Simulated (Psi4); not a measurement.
# A Psi4 job on BSiH4F (SMILES FB[SiH3])

Aim: the excited states of BSiH4F.

The results are computed with Psi4 1.11.

5 further runs of the same task are left out: 5 set aside as unsound or not needed.

### Step 1. The system as given

The species is BSiH4F (7 atoms), meant as a singlet with charge 0. SMILES: `FB[SiH3]`. The coordinates come from a PBE0-D4/def2-TZVP relaxation.

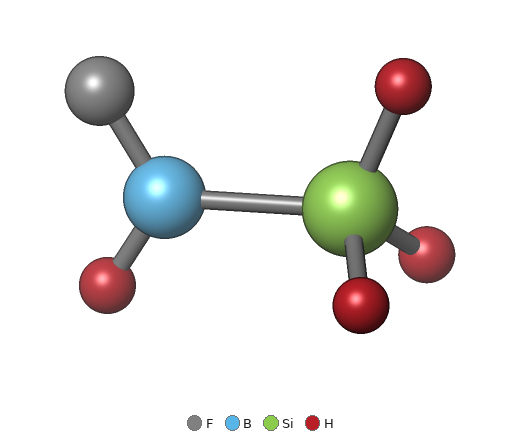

Viewed from a chosen angle; fluorine grey, boron blue, silicon green, hydrogen red.

### Step 2. The input as written

calc.dat reads:

```
memory 1600 MB

molecule {
  0 1
  F     -1.379400    -1.601500     0.571800
  B     -0.186700    -1.168700     0.204000
  Si     0.146300     0.805600    -0.161100
  H      0.673400    -2.004900     0.107300
  H      0.733100     0.954500    -1.522300
  H      1.152900     1.303800     0.818800
  H     -1.078400     1.642900    -0.064200
}

set basis 3-21G
set reference rks
set scf_type df
set save_jk true
set diis false
set scf_initial_accelerator none
set guess core
set maxiter 100

from psi4.driver.procrouting.response.scf_response import tdscf_excitations
e_tot, wfn = energy("bhandh", return_wfn=True)
states = tdscf_excitations(wfn, states=5, tda=True, triplets='also')
print_variables()
```

Command:

```sh
$ psi4 -i calc.dat -o calc.out -n 1
```

calc.out:

```text
Psi4 1.11 release

   => Loading Basis Set <=

    Name: 3-21G
    Role: ORBITAL
    Keyword: BASIS

         ---------------------------------------------------------
                                   SCF
                              RKS Reference
                        1 Threads,   1525 MiB Core
         ---------------------------------------------------------

  ==> Geometry <==

    Molecular point group: c1
    Full point group: C1

    Geometry (in Angstrom), charge = 0, multiplicity = 1:

       Center              X                  Y                   Z               Mass
    ------------   -----------------  -----------------  -----------------  -----------------
         F           -1.013748472848    -1.297656041866     0.443824267924    18.998403162730
         B            0.178951527152    -0.864856041866     0.076024267924    11.009305360000
         SI           0.511951527152     1.109443958134    -0.289075732076    27.976926534650
         H            1.039051527152    -1.701056041866    -0.020675732076     1.007825032230
         H            1.098751527152     1.258343958134    -1.650275732076     1.007825032230
         H            1.518551527152     1.607643958134     0.690824267924     1.007825032230
         H           -0.712748472848     1.946743958134    -0.192175732076     1.007825032230

[... 83 lines left out ...]
    Weights Tolerance      =       1.00E-15
[... 54 lines left out ...]
                           Total Energy        Delta E     RMS |[F,P]|

   @DF-RKS iter   1:  -395.97336296710876   -3.95973e+02   1.27712e-01
   @DF-RKS iter   2:  -392.09423631081108    3.87913e+00   8.96224e-02
   @DF-RKS iter   3:  -377.03885602080743    1.50554e+01   1.52371e-01
[... 6 lines of this table left out ...]
   @DF-RKS iter  10:  -369.64645910707952   -6.84518e+01   6.86140e-02
[... 80 lines of further cycles ...]
   @DF-RKS iter  91:  -301.19464973029221    6.84518e+01   1.63912e-01
   @DF-RKS iter  92:  -369.64645904971542   -6.84518e+01   6.86140e-02
   @DF-RKS iter  93:  -301.19464973029199    6.84518e+01   1.63912e-01
[... 6 lines of this table left out ...]
   @DF-RKS iter 100:  -369.64645904971547   -6.84518e+01   6.86140e-02

PsiException: Could not converge SCF iterations in 100 iterations.

  Failed to converge.

psi4.driver.p4util.exceptions.SCFConvergenceError: Could not converge SCF iterations in 100 iterations.

Printing out the relevant lines from the Psithon --> Python processed input file:
    core.set_global_option("DIIS", "false")
    core.set_global_option("SCF_INITIAL_ACCELERATOR", "none")
    core.set_global_option("GUESS", "core")
    core.set_global_option("MAXITER", 100)
    from psi4.driver.procrouting.response.scf_response import tdscf_excitations
--> e_tot, wfn = energy("bhandh", return_wfn=True)
    states = tdscf_excitations(wfn, states=5, tda=True, triplets='also')
    print_variables()

!-------------------------------------------------------!
!                                                       !
!  Could not converge SCF iterations in 100 iterations. !
!                                                       !
!-------------------------------------------------------!

    Psi4 run time: 0:00:08.51
```

Wall time 9.3 s (1 thread of Intel Xeon 6975P-C (Granite Rapids), shared host); peak memory 0.31 GiB.

### Step 3. What went wrong

The run stopped without converging.

The telling line is `Could not converge SCF iterations in 100 iterations.`. The cause is that the convergence aids are set badly. The sound input differs in these keys, not all of which need be the cause: diis at its default in place of no; scf initial accelerator at its default in place of none; starting guess at its default in place of core.
